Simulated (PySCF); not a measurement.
Vertical excitations of a molecule C₃HBrClF from TDDFT-PBE/def2-SVPD (PySCF 2.14.0), as energy in eV (oscillator strength): 4.37 (0.000), 4.76 (0.000), 4.86 (0.005), 5.02 (0.000), 5.18 (0.001), 5.36 (0.068), 5.47 (0.000), 5.55 (0.000), 5.86 (0.005), 6.03 (0.048). Lowest triplet (TDA): 3.80 eV. Coordinates come from a B3LYP-D3(BJ)/def2-SVP optimisation. Other conformers were not sampled.

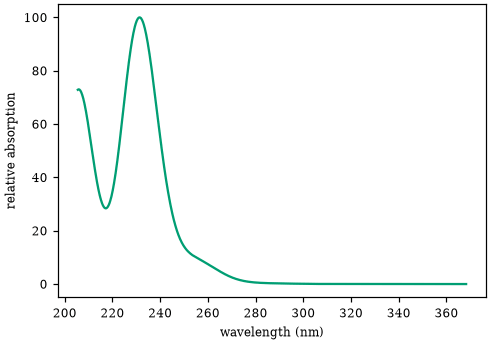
Figure: The lines broadened by 0.4 eV.

Task: Pick the molecule that these values belong to.
(A) FC(Br)=C=CCl
(B) FC=C=C(Cl)Br
(C) FC(Cl)=C=CBr

Result: B, FC=C=C(Cl)Br
